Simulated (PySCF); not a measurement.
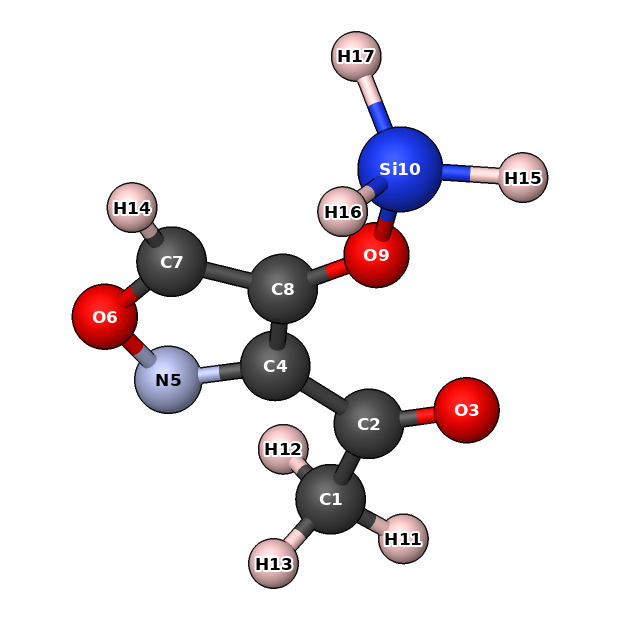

Every bond is drawn as one stick. Computed geometry: GFN2-xTB optimisation. No frequency run is at hand to confirm it as a minimum. Level of theory: PBE0/pcSseg-1 (PySCF 2.14.0).

Question. Which bond between heavy atoms has the highest Mayer bond order?

Answer. C2–O3, 2.04, at a length of 1.206 Å.

List the Mayer bond orders of C1–C2, C2–O3, C2–C4, C4–N5, C4–C8, N5–O6, O6–C7, C7–C8, C8–O9, O9–Si10 (bonds between heavy atoms, one of each equivalent set).

```tsv
bond	Mayer order	length (Å)
C1–C2	1.04	1.501
C2–O3	2.04	1.206
C2–C4	0.89	1.480
C4–N5	1.55	1.314
C4–C8	1.15	1.434
N5–O6	1.04	1.336
O6–C7	1.05	1.341
C7–C8	1.56	1.372
C8–O9	1.02	1.321
O9–Si10	0.89	1.635
```

The geometry is semi-empirical. Around Si such bond lengths and angles can be off by a tenth of an ångström or more and by several degrees, and values that hang on the shape move with them.
